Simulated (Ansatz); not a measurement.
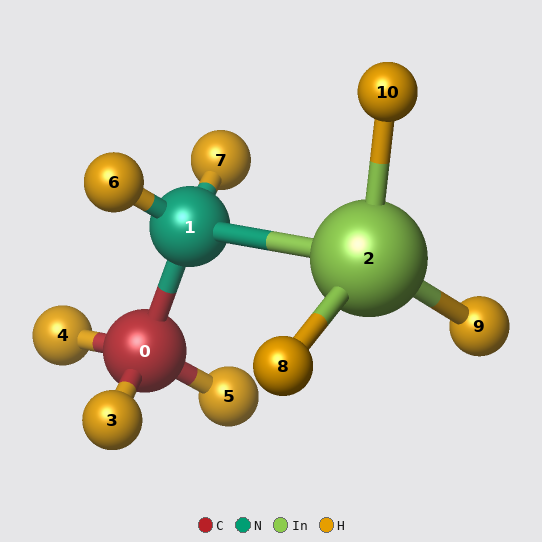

The structure as it stands in the input. Atoms are numbered from 0, in the order of the input.

The calculation was set up as follows.

```yaml
crystal:
  periodic: [false, false, false]
  atoms:
    - {symbol: C, position_ang: [1.209241, -0.837465, 0.121088]}
    - {symbol: N, position_ang: [0.501590, 0.399661, 0.460862]}
    - {symbol: In, position_ang: [-1.666936, 0.538544, -0.500124]}
    - {symbol: H, position_ang: [1.303452, -0.904568, -0.962810]}
    - {symbol: H, position_ang: [2.204811, -0.896053, 0.570065]}
    - {symbol: H, position_ang: [0.616482, -1.688028, 0.457910]}
    - {symbol: H, position_ang: [1.026965, 1.209247, 0.150656]}
    - {symbol: H, position_ang: [0.397444, 0.488276, 1.465357]}
    - {symbol: H, position_ang: [-1.139207, 0.439633, -2.153024]}
    - {symbol: H, position_ang: [-2.290862, -0.895686, 0.257603]}
    - {symbol: H, position_ang: [-2.097479, 2.089439, 0.153117]}
basis:
  gaussian: {orbitals: def2-TZVPP}
hamiltonian: {xc: {name: r2SCAN0}, dispersion: d4}
output: {orbitals: {seedname: orbitals}}
```

It was started with:

```sh
ansatz run in.yaml --threads 4 --pin off --events-out ev --progress --plain --max-ram 10444MiB
```

What the program printed:

```
Functional definition: r2SCAN0
  name "r2SCAN0"
  cite "Bursch, Neugebauer, Ehlert & Grimme, J. Chem. Phys. 156, 134105 (2022) doi:10.1063/5.0086040"
  cite "Furness, Kaplan, Ning, Perdew & Sun, J. Phys. Chem. Lett. 11, 8208 (2020) doi:10.1021/acs.jpclett.0c02405"
  cite "Furness, Kaplan, Ning, Perdew & Sun, J. Phys. Chem. Lett. 11, 9248 (2020) doi:10.1021/acs.jpclett.0c03077"
  parent r2scan
  parameter a = 0.25
  parameter k0 = 0.174
  parameter k1 = 0.065
  parameter a1 = 4.9479
  exchange = (1 - a)*r2scan_x(k0 = k0, k1 = k1, a1 = a1) + a*exact_x
  correlation = r2scan_c
1288 factors; their error is unknown
mean field evaluation 1: about -7825.8518 eV, gradient 5.0e1 eV
mean field evaluation 2: about -7823.4760 eV, gradient 5.9e1 eV
mean field evaluation 4: about -7831.0186 eV, gradient 2.3e0 eV
mean field evaluation 8: about -7831.0719 eV, gradient 6.2e-2 eV
mean field -7831.07191848 eV, -287.7865849131 hartree, gradient 3.2e-5 eV, S^2 0.000000; 0 other end points of the search recorded, 0 dependent functions left out
reference -7831.07193486 eV, -287.7865855150 hartree; 21, 21 occupied and 203, 203 virtual orbitals, 1288 factors
Total energy: -7831.12435847 eV, -287.7885120471 hartree
```
